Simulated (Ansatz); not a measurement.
**Nudged elastic band, with input and output: BPH$_{5}$ClO (part 2 of 2)**

BPH$_{5}$ClO; RKS revPBE/6-31G* (Ansatz 0.2.0). It belongs to a series of runs on one base structure; here: band between the two ends.

Geometry of the input (Å):
```
B  -0.1669  -1.1084  -0.1650
Cl 0.0212  -2.8148  0.3409
O  0.9091  -0.3225  -0.4385
H  1.7569  -0.8020  -0.3257
H  -1.2667  -0.6433  -0.2656
P  0.2483  3.7101  1.0413
H  1.4499  3.9337  1.7978
H  0.8094  2.5872  0.3437
H  -0.3198  2.8762  2.0650
```

### Output, continued
```
NEB iter  44: max|band force component| = 8.210e-2 eV/Å  barrier→ = 2.1181 eV  barrier← = 1.2671 eV  CI = image 4  Δτ_max = 0.0249 Å  (179 SCF iters)
NEB iter  45: max|band force component| = 7.711e-2 eV/Å  barrier→ = 2.1181 eV  barrier← = 1.2671 eV  CI = image 4  Δτ_max = 0.0251 Å  (181 SCF iters)
NEB iter  46: max|band force component| = 6.412e-2 eV/Å  barrier→ = 2.1180 eV  barrier← = 1.2671 eV  CI = image 4  Δτ_max = 0.0251 Å  (195 SCF iters)
the calculation of the forces begins
reference -24611.05088029 eV, -904.4394378812 hartree; 25, 25 occupied and 53, 53 virtual orbitals, 945 factors
945 factors; their error is unknown
mean field evaluation 2528: about -24605.9253 eV, gradient 4.7e1 eV
mean field -24609.94298142 eV, -904.3987233488 hartree, gradient 6.5e-6 eV, S^2 0.000000; 1 other end points of the search recorded, 0 dependent functions left out
the calculation of the forces begins
reference -24609.94301854 eV, -904.3987247130 hartree; 25, 25 occupied and 53, 53 virtual orbitals, 945 factors
NEB iter  47: max|band force component| = 2.348e-2 eV/Å  barrier→ = 2.1180 eV  barrier← = 1.2671 eV  CI = image 4  Δτ_max = 0.0000 Å  (383 SCF iters)
```

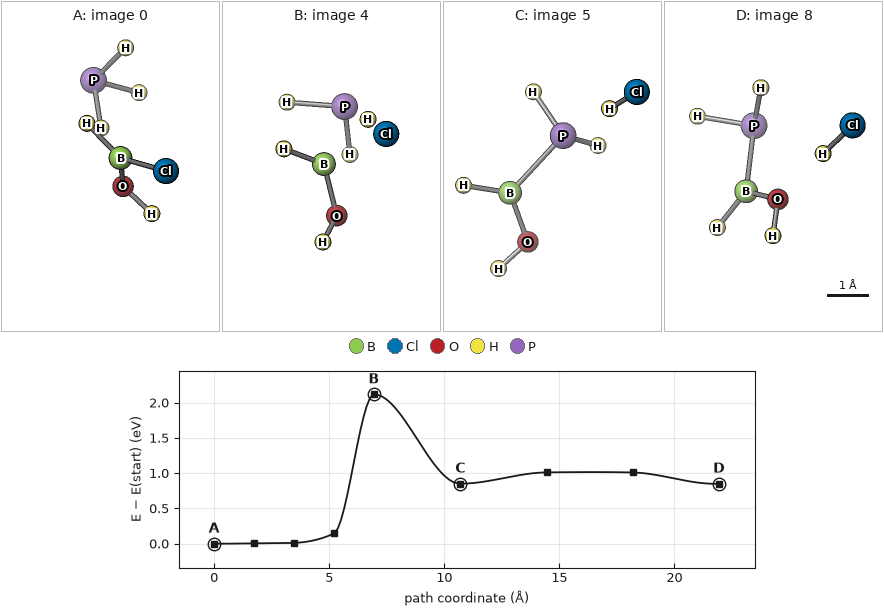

Figure 1. Images of the last band (counted from 0; ball-and-stick, seen at a tilt) above the energy along the path; the line is a cubic interpolation that uses the forces. The highest image is number 4, 2.118 eV above the start and 1.267 eV above the end (the climbing image); the end lies 0.851 eV above the start. The path is 21.94 Å long. The band converged in 47 iterations.

```
Total energy: -24609.94301854 eV, -904.3987247130 hartree
Atom 0 at     0.239318     0.351196     0.211276 Å, force    -0.001150    -0.000535     0.000478 eV/Å
Atom 1 at    -0.553625    -0.682995     2.040136 Å, force    -0.000896    -0.000568     0.000249 eV/Å
Atom 2 at     1.541400    -0.029235    -0.011533 Å, force     0.000541    -0.000320    -0.001102 eV/Å
Atom 3 at     1.565638    -0.867181    -0.516603 Å, force     0.000636     0.000004     0.000347 eV/Å
Atom 4 at    -0.709476     0.215242    -0.510405 Å, force     0.000457     0.000200    -0.000559 eV/Å
Atom 5 at     0.232723     2.412628     1.074015 Å, force     0.000390     0.000164     0.000532 eV/Å
Atom 6 at     1.604127     2.422832     0.682168 Å, force    -0.000396    -0.000193    -0.000103 eV/Å
Atom 7 at    -0.319750     2.734394    -0.203232 Å, force    -0.000482    -0.000551     0.000500 eV/Å
Atom 8 at    -0.159056     0.859318     1.627980 Å, force     0.000899     0.001800    -0.000341 eV/Å
Dipole moment:     0.227237     0.213565    -0.554031 e Å
this run last wrote the band of iteration 47 to [file]
```

### The last band as extended XYZ (Å, eV, eV/Å)
```
9
Properties=species:S:1:pos:R:3:forces:R:3 image=0 energy=-24612.06102
B    -0.1669   -1.1084   -0.1650    0.0152   0.0168  -0.0084
Cl    0.0212   -2.8148    0.3409    0.0018   0.0004  -0.0020
O     0.9091   -0.3225   -0.4385   -0.0164  -0.0169   0.0069
H     1.7569   -0.8020   -0.3257   -0.0008   0.0009   0.0008
H    -1.2667   -0.6433   -0.2656    0.0002  -0.0035   0.0025
P     0.2483    3.7101    1.0413    0.0038  -0.0122   0.0023
H     1.4499    3.9337    1.7978   -0.0016  -0.0010  -0.0017
H     0.8094    2.5872    0.3437   -0.0050   0.0077   0.0059
H    -0.3198    2.8762    2.0650    0.0029   0.0079  -0.0062
9
Properties=species:S:1:pos:R:3:forces:R:3 image=1 energy=-24612.05598
B    -0.1142   -0.9570   -0.1736    0.0000   0.0110   0.0089
Cl    0.0563   -2.1364    1.1628    0.0008  -0.0044  -0.0046
O     0.9522   -0.2627   -0.6520   -0.0031  -0.0072   0.0010
H     1.7833   -0.4945   -0.1863   -0.0007   0.0032  -0.0023
H    -1.1950   -0.7692   -0.6555    0.0002  -0.0059  -0.0042
P     0.4258    3.5976    1.2371    0.0002   0.0008  -0.0004
H     1.5907    2.9176    1.7338    0.0003   0.0024   0.0021
H     0.4108    2.8293    0.0242    0.0024  -0.0012  -0.0006
H    -0.4685    2.6914    1.9032   -0.0001   0.0012   0.0001
9
Properties=species:S:1:pos:R:3:forces:R:3 image=2 energy=-24612.04991
B     0.0116   -0.7114   -0.1437    0.0001  -0.0133  -0.0087
Cl   -0.3854   -1.5880    1.3673    0.0032  -0.0021  -0.0029
O     1.2966   -0.5172   -0.5403   -0.0018   0.0049  -0.0042
H     1.9424   -0.9077    0.0852    0.0005  -0.0063   0.0082
H    -0.8780   -0.2872   -0.8252   -0.0022  -0.0007   0.0020
P     0.3969    3.3867    1.3762    0.0019   0.0054  -0.0003
H     1.5495    2.6348    0.9627   -0.0004   0.0017   0.0002
H    -0.2751    3.1665    0.1258   -0.0010   0.0041   0.0015
H    -0.2172    2.2396    1.9857   -0.0003   0.0062   0.0042
9
Properties=species:S:1:pos:R:3:forces:R:3 image=3 energy=-24611.91571
B     0.1254   -0.5074    0.2217   -0.0194  -0.1286  -0.0079
Cl   -0.6381   -1.1249    1.7075   -0.0015  -0.0467  -0.0339
O     1.4791   -0.6259    0.1197   -0.0049  -0.0989   0.0334
H     1.7859   -0.3133   -0.7531    0.0123   0.0779  -0.0462
H    -0.5732   -0.0423   -0.6416    0.0026  -0.0383  -0.0013
P     0.2317    2.9988    1.2519    0.0094   0.0863   0.0195
H     1.5304    2.5210    0.8652   -0.0042   0.0115   0.0082
H    -0.3062    2.8109   -0.0679    0.0006   0.0092   0.0144
H    -0.1936    1.6993    1.6904    0.0051   0.1275   0.0137
9
Properties=species:S:1:pos:R:3:forces:R:3 image=4 energy=-24609.94298
B     0.2393    0.3512    0.2113   -0.0011  -0.0005   0.0005
Cl   -0.5536   -0.6830    2.0401   -0.0009  -0.0006   0.0002
O     1.5414   -0.0292   -0.0115    0.0005  -0.0003  -0.0011
H     1.5656   -0.8672   -0.5166    0.0006   0.0000   0.0003
H    -0.7095    0.2152   -0.5104    0.0005   0.0002  -0.0006
P     0.2327    2.4126    1.0740    0.0004   0.0002   0.0005
H     1.6041    2.4228    0.6822   -0.0004  -0.0002  -0.0001
H    -0.3197    2.7344   -0.2032   -0.0005  -0.0006   0.0005
H    -0.1591    0.8593    1.6280    0.0009   0.0018  -0.0003
9
Properties=species:S:1:pos:R:3:forces:R:3 image=5 energy=-24611.20984
B     0.5043    0.5479   -0.7747    0.0166   0.0153  -0.0232
Cl   -0.8939    0.1521    4.2046   -0.0103  -0.0084   0.0084
O     1.7436    0.0651   -1.0932   -0.0087  -0.0050   0.0074
H     1.7229   -0.4391   -1.9319   -0.0016   0.0013   0.0058
H    -0.4613    0.3496   -1.4777   -0.0054  -0.0021   0.0188
P     0.2888    1.4555    0.9303   -0.0010  -0.0153  -0.0004
H     1.5325    2.1534    1.0212   -0.0001  -0.0004   0.0040
H    -0.5097    2.5576    0.4966   -0.0064   0.0061  -0.0081
H    -0.4860    0.5741    3.0186    0.0170   0.0085  -0.0127
9
Properties=species:S:1:pos:R:3:forces:R:3 image=6 energy=-24611.04954
B     0.6953    0.6159   -0.3847   -0.0015  -0.0163   0.0135
Cl   -1.2984   -0.5068    3.9765    0.0022  -0.0065   0.0004
O     0.9306    0.4828   -1.7284    0.0017   0.0049  -0.0113
H     0.9576   -0.4602   -1.9873    0.0027  -0.0036  -0.0077
H     0.5418   -0.3593    0.3229    0.0015   0.0025   0.0062
P     0.4129    2.3833    0.3569    0.0037   0.0089   0.0037
H     1.2498    2.2243    1.5084    0.0047  -0.0025   0.0005
H     1.3584    3.1212   -0.4261   -0.0132  -0.0026   0.0025
H    -1.4068   -0.0850    2.7555   -0.0018   0.0152  -0.0077
9
Properties=species:S:1:pos:R:3:forces:R:3 image=7 energy=-24611.05084
B     0.3046    0.9400   -0.5581    0.0008  -0.0070  -0.0159
Cl   -0.5849   -1.2193    2.9300    0.0046   0.0006  -0.0011
O     1.3546    0.1654   -0.9784   -0.0033   0.0022   0.0093
H     1.0341   -0.6339   -1.4429    0.0033  -0.0052  -0.0024
H    -0.8433    0.6197   -0.7783   -0.0051   0.0067   0.0046
P     0.6849    2.6681    0.2385   -0.0018  -0.0001   0.0076
H    -0.2476    2.5886    1.3246   -0.0012   0.0001  -0.0032
H     1.8510    2.3297    0.9995    0.0000  -0.0040   0.0066
H    -0.1120   -0.0422    2.6589    0.0028   0.0067  -0.0053
9
Properties=species:S:1:pos:R:3:forces:R:3 image=8 energy=-24611.21009
B     0.3048    1.1606   -0.5128    0.0022   0.0059   0.0125
Cl    0.7020   -1.5763    2.8680   -0.0008   0.0064  -0.0124
O     0.3196   -0.1335   -0.0264   -0.0099   0.0019  -0.0278
H     0.0221   -0.7763   -0.7019    0.0056  -0.0071   0.0172
H    -0.0435    1.3632   -1.6538   -0.0003   0.0005  -0.0043
P     1.0231    2.5946    0.5612   -0.0187   0.0064   0.0162
H    -0.0156    3.5424    0.2882    0.0137  -0.0124   0.0030
H     0.5426    2.1905    1.8492    0.0062   0.0063  -0.0184
H     0.5862   -0.9491    1.7220    0.0019  -0.0080   0.0142
```

### Results in brief

- outcome: converged
- barrier, forward: 2.118 eV
- barrier, backward: 1.267 eV
- wall time: 20 min
- peak memory: 0.13 GiB

### Remarks

The order of the saddle point was not checked.
